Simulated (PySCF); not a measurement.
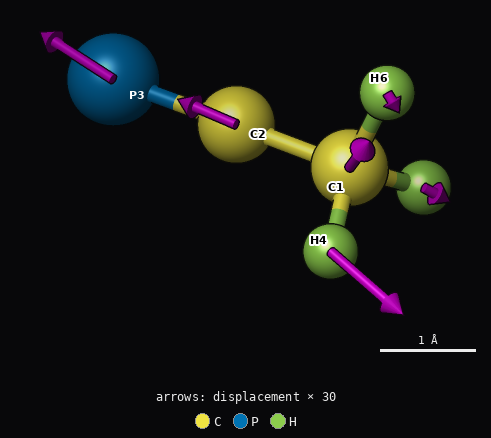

This is a relaxation of C2H3P. The starting structure is drawn; purple arrows show the displacements, magnified 30 times. The two geometries are superimposed by the best rigid fit.

A ball-and-stick model, seen at a tilt.

The start comes from GFN2-xTB. Its atoms were then displaced at random by about 0.01 Å.

Theory: PBE0-D3(BJ)/def2-SVP geometry optimisation, gas phase (PySCF 2.14.0, density-fitted response routines). 

Question: What happened in the run?

Answer: The largest move after the best rigid fit is that of an H atom, 0.040 Å. By element the largest moves are H 0.040 Å, P 0.037 Å, C 0.026 Å. Near-neighbour distances that change, for instance: C–C 1.415 → 1.453 Å, C–H 1.129 → 1.102 Å, C–H 1.080 → 1.102 Å, C–P 1.537 → 1.547 Å. Over 3 geometry steps the energy falls by 1.49 kcal/mol. Cost: 4.1 s on 1 thread of Arm Neoverse V1 (shared host).
